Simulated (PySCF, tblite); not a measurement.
**C6H11 radical: geometry, infrared bands and EPR parameters**

What infrared bands and EPR parameters should C6H11 radical (`[CH2][C@H]1C[C@H](C)C1`) show?

Computed with tblite 0.8.0 and PySCF 2.14.0, with density-fitted response routines of our own, on a single molecule in the gas phase. Atoms count from 0, in the outputs and in this text.

### Step 1. The starting structure

17 atoms, charge 0, multiplicity 2; geometry from: force field or distance geometry start.

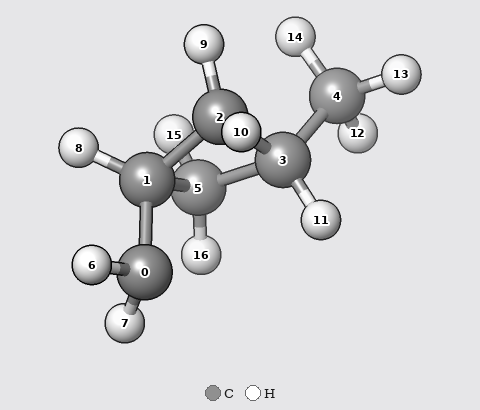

The starting geometry (carbon grey, hydrogen white), atoms numbered.

### Step 2. Geometry optimisation with GFN2-xTB

Job settings and geometry (Å):

```
{"job": {"kind": "relax", "xc": "GFN2-xTB", "basis": "xTB"}, "charge": 0, "multiplicity": 2}
C      2.162400    -0.158000    -0.771700
C      1.180200     0.303400     0.300700
C      0.041700     1.145900    -0.199000
C     -0.714100    -0.121200    -0.464900
C     -2.138800    -0.178700     0.047100
C      0.176000    -0.785200     0.584200
H      3.002200     0.577700    -0.730500
H      2.493600    -1.179800    -0.492600
H      1.681400     0.703900     1.220800
H     -0.384700     1.804500     0.585100
H      0.297000     1.670900    -1.136000
H     -0.559200    -0.561200    -1.471200
H     -2.430200    -1.251500     0.156100
H     -2.856700     0.254000    -0.678500
H     -2.230800     0.284100     1.057400
H     -0.207500    -0.685600     1.627600
H      0.480400    -1.811100     0.355500
```

Launch:

```bash
OMP_NUM_THREADS=1 python probes_run.py task.json out
```

One launch serves the whole session: the jobs run in the order shown.

Log:

```text
step      E/eV     max force
  0    -498.66487    3.376
  1    -499.01525    2.169
  2    -499.22177    0.949
  3    -499.32506    0.713
  4    -499.39330    0.595
  5    -499.42759    0.529
  6    -499.46102    0.456
  7    -499.48344    0.345
  8    -499.49681    0.234
  9    -499.50583    0.215
 10    -499.51414    0.251
 11    -499.52223    0.220
 12    -499.52978    0.212
 13    -499.53662    0.240
 14    -499.54331    0.234
 15    -499.54990    0.196
 16    -499.55597    0.187
 17    -499.56162    0.170
 18    -499.56704    0.208
 19    -499.57184    0.158
 20    -499.57544    0.133
 21    -499.57773    0.112
 22    -499.57926    0.108
 23    -499.58056    0.087
 24    -499.58164    0.066
 25    -499.58248    0.069
 26    -499.58325    0.062
 27    -499.58411    0.069
 28    -499.58504    0.067
 29    -499.58585    0.065
 30    -499.58649    0.062
 31    -499.58712    0.074
 32    -499.58792    0.079
 33    -499.58889    0.079
 34    -499.58980    0.067
 35    -499.59032    0.055
 36    -499.59070    0.048
 37    -499.59107    0.049
 38    -499.59150    0.054
 39    -499.59198    0.064
 40    -499.59261    0.070
 41    -499.59360    0.076
 42    -499.59520    0.109
 43    -499.59765    0.151
 44    -499.60092    0.176
 45    -499.60442    0.156
 46    -499.60519    0.457
 47    -499.60788    0.342
 48    -499.60807    0.539
 49    -499.61211    0.099
 50    -499.61385    0.109
 51    -499.61491    0.130
 52    -499.61579    0.093
 53    -499.61649    0.058
 54    -499.61702    0.060
 55    -499.61755    0.058
 56    -499.61785    0.045
 57    -499.61813    0.044
 58    -499.61867    0.048
 59    -499.61900    0.040
 60    -499.61927    0.041
 61    -499.61945    0.030
 62    -499.61967    0.037
 63    -499.62000    0.052
 64    -499.62029    0.094
 65    -499.62098    0.070
 66    -499.62198    0.057
 67    -499.62261    0.048
 68    -499.62298    0.050
 69    -499.62284    0.193
 70    -499.62364    0.056
 71    -499.62396    0.043
 72    -499.62462    0.080
 73    -499.62499    0.090
 74    -499.62523    0.036
 75    -499.62540    0.034
 76    -499.62559    0.033
 77    -499.62580    0.034
 78    -499.62605    0.031
 79    -499.62624    0.028
 80    -499.62639    0.040
 81    -499.62656    0.035
 82    -499.62679    0.031
 83    -499.62706    0.037
 84    -499.62717    0.036
 85    -499.62728    0.025
 86    -499.62737    0.018
 87    -499.62746    0.017
 88    -499.62752    0.015
 89    -499.62756    0.012
 90    -499.62758    0.012
 91    -499.62759    0.010
 92    -499.62760    0.012
 93    -499.62761    0.010
```

It took 0.34 s on 1 thread of AMD EPYC 9R45, shared host.

The steps of the relaxation: (not every step is listed)

| step | energy from step 0 (eV) | largest force (eV/Å) |
| --- | --- | --- |
| 0 | 0.0000 | 3.3760 |
| 1 | -0.3504 | 2.1690 |
| 2 | -0.5569 | 0.9491 |
| 3 | -0.6602 | 0.7132 |
| 4 | -0.7284 | 0.5954 |
| 5 | -0.7627 | 0.5286 |
| 6 | -0.7962 | 0.4563 |
| 7 | -0.8186 | 0.3453 |
| 8 | -0.8319 | 0.2337 |
| 16 | -0.8911 | 0.1868 |
| 24 | -0.9168 | 0.0659 |
| 32 | -0.9230 | 0.0788 |
| 40 | -0.9277 | 0.0703 |
| 48 | -0.9432 | 0.5390 |
| 56 | -0.9530 | 0.0454 |
| 64 | -0.9554 | 0.0939 |
| 72 | -0.9597 | 0.0803 |
| 80 | -0.9615 | 0.0400 |
| 88 | -0.9626 | 0.0151 |
| 89 | -0.9627 | 0.0120 |
| 90 | -0.9627 | 0.0118 |
| 91 | -0.9627 | 0.0102 |
| 92 | -0.9627 | 0.0124 |
| 93 | -0.9627 | 0.0096 |

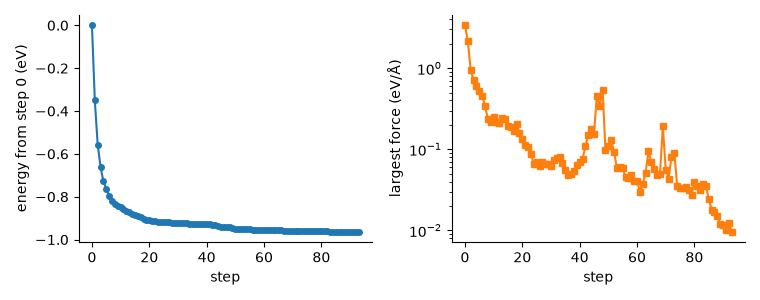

Energy and force, step by step.

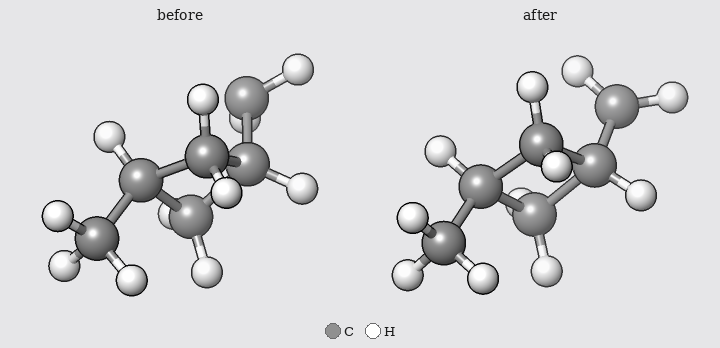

Before and after, at one scale.

Distances of close pairs at the start and the end, largest changes first:

| bond | before (Å) | after (Å) | change (Å) |
| --- | --- | --- | --- |
| C0–C1 | 1.526 | 1.456 | -0.069 |
| C1–C2 | 1.502 | 1.561 | +0.059 |
| C1–C5 | 1.508 | 1.563 | +0.055 |
| C0–H6 | 1.117 | 1.072 | -0.045 |
| C2–C3 | 1.499 | 1.536 | +0.037 |
| C0–H7 | 1.110 | 1.074 | -0.036 |
| C1–H8 | 1.122 | 1.091 | -0.031 |
| C4–H12 | 1.117 | 1.088 | -0.029 |

The next job starts from the end point, and lists it.

### Step 3. Harmonic vibrations with GFN2-xTB

Job settings and geometry (Å):

```
{"job": {"kind": "ir", "xc": "GFN2-xTB", "basis": "xTB"}, "charge": 0, "multiplicity": 2}
C      2.410676     0.040216    -0.359949
C      1.184692     0.319029     0.374765
C      0.050445     0.996908    -0.455846
C     -0.800064    -0.280107    -0.381047
C     -2.202930    -0.115734     0.175192
C      0.233391    -0.905470     0.567765
H      3.374428     0.306918     0.026579
H      2.362093    -0.457918    -1.310008
H      1.404791     0.840012     1.307353
H     -0.395471     1.844468     0.059869
H      0.349830     1.304766    -1.455043
H     -0.849241    -0.800782    -1.339507
H     -2.666969    -1.088295     0.328544
H     -2.820242     0.456425    -0.514939
H     -2.177116     0.407576     1.128916
H     -0.120223    -1.001079     1.591905
H      0.654910    -1.854902     0.245541
```

Log:

```text
mode    cm-1     km/mol
  1      10.7      0.06
  2      58.7      5.05
  3     213.8      0.04
  4     257.9      0.61
  5     332.3      0.05
  6     383.1      2.45
  7     442.5      1.45
  8     514.6     35.99
  9     668.0      2.37
 10     836.9      0.82
 11     864.7      0.87
 12     892.8      2.65
 13     929.2      4.12
 14     949.7      0.12
 15     970.3      2.65
 16     970.9      1.67
 17    1033.5      0.50
 18    1075.8      2.10
 19    1141.9      1.87
 20    1147.5      4.26
 21    1194.0      0.88
 22    1201.4      0.38
 23    1216.7      1.51
 24    1231.5      0.19
 25    1238.2      0.81
 26    1262.4      2.91
 27    1312.1      1.07
 28    1335.6      5.32
 29    1409.4      4.16
 30    1411.7      0.05
 31    1462.4      0.22
 32    1473.3      0.70
 33    1499.8      2.24
 34    1503.2      1.33
 35    2959.9     31.55
 36    2968.3     27.27
 37    3006.3      0.01
 38    3011.5     68.36
 39    3014.7     11.45
 40    3015.5     47.67
 41    3024.5     64.04
 42    3026.7     70.18
 43    3031.7     39.35
 44    3127.5     26.41
 45    3169.6     45.64
```

It took 0.31 s on 1 thread of AMD EPYC 9R45, shared host.

The strongest bands and the atoms that carry them (share of the mass-weighted mode):

```
cm⁻¹  km/mol                         atoms
 515    36.0     H7 42 %, C0 33 %, H6 16 %
2960    31.6                      H11 88 %
3012    68.4             H9 37 %, H15 34 %
3016    47.7             H10 60 %, H9 16 %
3024    64.0            H13 44 %, H12 43 %
3027    70.2  H12 29 %, H14 29 %, H13 29 %
3032    39.4  H14 59 %, H12 19 %, H13 18 %
3170    45.6     H6 60 %, H7 30 %, C0 10 %
```

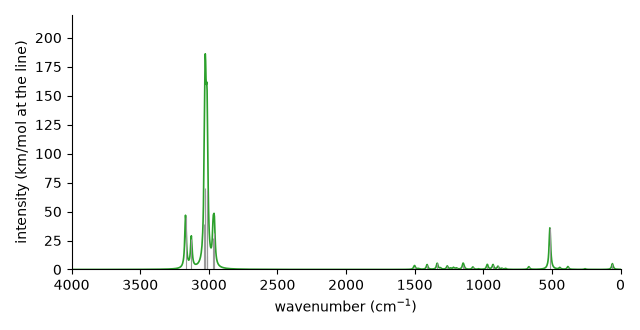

The infrared spectrum from these modes, unscaled. Lines are broadened to a width of 14 cm⁻¹ (Lorentzian).

### Step 4. g tensor and hyperfine couplings: B3LYP/pcH-1

Settings changed since step 3:

```diff
@@ -1,2 +1,2 @@
-{"job": {"kind": "ir", "xc": "GFN2-xTB", "basis": "xTB"}, "charge": 0, "multiplicity": 2}
+{"job": {"kind": "epr", "basis": "pcH-1"}, "charge": 0, "multiplicity": 2}
 C      2.410676     0.040216    -0.359949
```

Method: UKS B3LYP, pcH-1 on C H, non-relativistic, mean-field spin-orbit, GIAO.

Log:

```text
UKS, coarse grid
  cycle   1  E = -235.13847534  |g| = 3.20e-01
  cycle   2  E = -235.11799384  |g| = 3.84e-01
  cycle   3  E = -235.19558189  |g| = 4.15e-02
  cycle   4  E = -235.19614995  |g| = 2.43e-02
  cycle   5  E = -235.19643329  |g| = 4.69e-03
  cycle   6  E = -235.19644666  |g| = 1.48e-03
  cycle   7  E = -235.19644790  |g| = 9.36e-04
UKS, final grid
  cycle   1  E = -235.19640328  |g| = 1.17e-03
  cycle   2  E = -235.19640284  |g| = 1.53e-03
  cycle   3  E = -235.19640392  |g| = 6.51e-05
  cycle   4  E = -235.19640392  |g| = 3.67e-05
  cycle   5  E = -235.19640392  |g| = 1.09e-05
E = -235.19640392 Eh   <S^2> = 0.7539 (exact 0.7500)
g shifts (ppm)      1          2          3
  rmc          -145       -145       -145
  gc              8         24         33
  oz_so         -44        460        532
  total        -181        339        420
hyperfine (MHz)  atom isotope    a_iso     a_fc   dipolar eigenvalues
    0   13C      85.58      85.58    -79.52    -78.71    158.23
    1   13C     -36.51     -36.51     -1.66     -1.02      2.68
    2   13C      76.57      76.57     -6.47     -5.95     12.42
    3   13C      -3.83      -3.83     -0.82     -0.06      0.89
    4   13C      -0.37      -0.37     -0.35     -0.05      0.40
    5   13C      80.91      80.91     -6.92     -6.36     13.28
    6    1H     -63.86     -63.86    -38.89      0.40     38.48
    7    1H     -61.09     -61.09    -38.07     -0.23     38.30
    8    1H       3.60       3.60     -4.80     -4.15      8.95
    9    1H       5.14       5.14     -3.64     -1.95      5.59
   10    1H      -4.43      -4.43     -6.30     -1.65      7.96
   11    1H       0.05       0.05     -1.70     -1.48      3.18
   12    1H       2.69       2.69     -0.74     -0.57      1.31
   13    1H       2.79       2.79     -0.73     -0.56      1.29
   14    1H      -0.09      -0.09     -0.91     -0.70      1.61
   15    1H       5.54       5.54     -3.83     -1.96      5.79
   16    1H      -4.54      -4.54     -6.53     -1.60      8.13
```

Run time: 34 s. Hardware: 1 thread of AMD EPYC 9R45, shared host; peak memory 0.97 GiB.

Principal g values 2.00214, 2.00266, 2.00274; g(iso) = 2.00251, against 2.00232 for a free electron.

Mean a(iso) over the nuclei that a row names, and the largest dipolar term of the row (other rows stand at the frozen geometry):

```
       nuclei  isotope  a(iso) (MHz)  a(iso) (G, at g = 2.0023)  largest dipolar term (MHz)
           C0      13C          85.6                       30.5                       158.2
       C2, C5      13C          78.7                       28.1                        13.3
       H6, H7       1H         -62.5                      -22.3                       -38.9
           C1      13C         -36.5                      -13.0                         2.7
      H9, H15       1H           5.3                        1.9                         5.8
     H10, H16       1H          -4.5                       -1.6                         8.1
           C3      13C          -3.8                       -1.4                         0.9
           H8       1H           3.6                        1.3                         9.0
H12, H13, H14       1H           1.8                        0.6                         1.6
           C4      13C          -0.4                       -0.1                         0.4
          H11       1H           0.1                        0.0                         3.2
```

Mulliken spin populations:

C0 1.06; C1 -0.10; C2 0.06; C3 0.00; C4 0.00; C5 0.06; H6 -0.05; H7 -0.05; H8 0.00; H9 0.00; H10 0.00; H11 0.00; H12 0.00; H13 0.00; H14 0.00; H15 0.00; H16 0.00

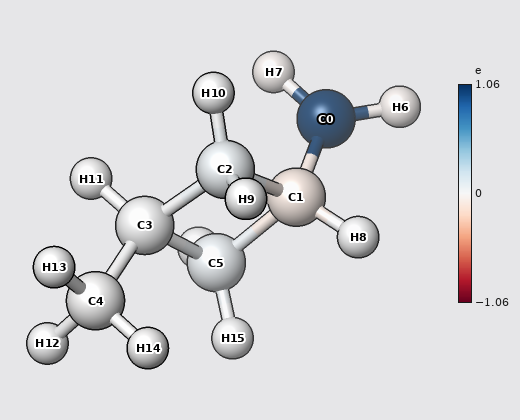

Mulliken spin populations, as colours on the atoms.

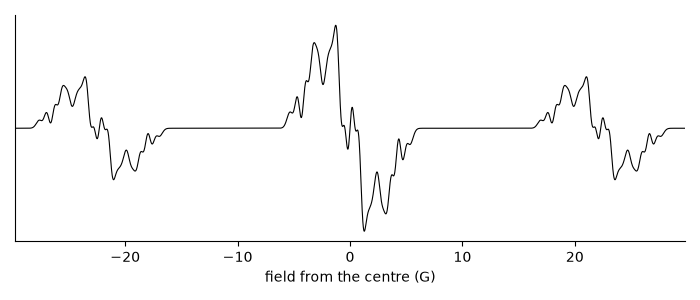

First-order isotropic spectrum (first derivative, main isotopes with spin only, couplings over 0.8 MHz, Gaussian width 0.3 G; couplings of the frozen geometry, rotation of groups not averaged beyond the rows shown).

The fields below are evaluated on a grid from the run's orbitals.

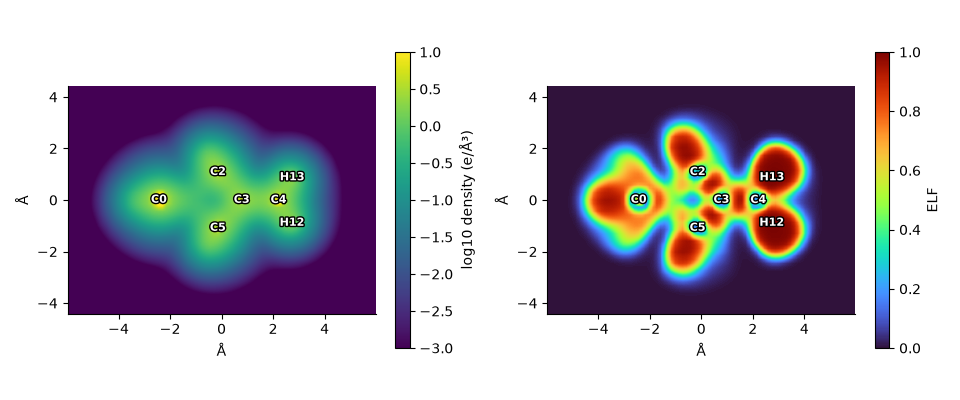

Density (left) and ELF (right) in a plane through or near 7 of the atoms.

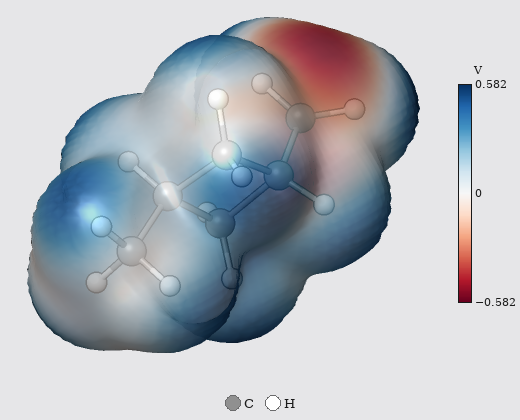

Electrostatic potential on the surface of density 0.002 e/bohr³; red is low, blue high. It runs from -0.46 V near C0 to 0.58 V near H7.

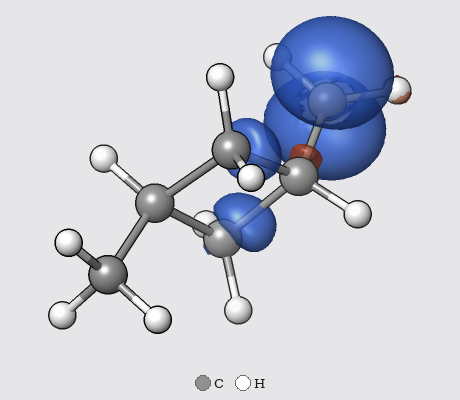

Spin density at ±0.04 e/Å³ (alpha excess blue, beta excess red).

### Step 5. Results

```
                                 quantity                 value
strongest single infrared mode (GFN2-xTB)  3027 cm⁻¹, 70 km/mol
             zero-point energy (GFN2-xTB)         94.1 kcal/mol
                           g(iso) (B3LYP)               2.00251
                                     ⟨S²⟩    0.754 (exact 0.75)
       largest a(iso) (averaged by class)   13C on C0, 85.6 MHz
    surface potential, least and greatest    -0.46 V and 0.58 V
```

What this shows: Over 93 steps the energy fell by 0.963 eV; of the close pairs, C0–C1 changed most, 1.526 to 1.456 Å. No mode is imaginary among the 45: a minimum at this level. GFN2-xTB is a fitted tight-binding method: band positions and strengths are rough. Its intensities can rank the bands wrongly. Most of the unpaired spin sits on C0 (1.06 e). The isotropic g lies 0.2 ppt above the free-electron value.
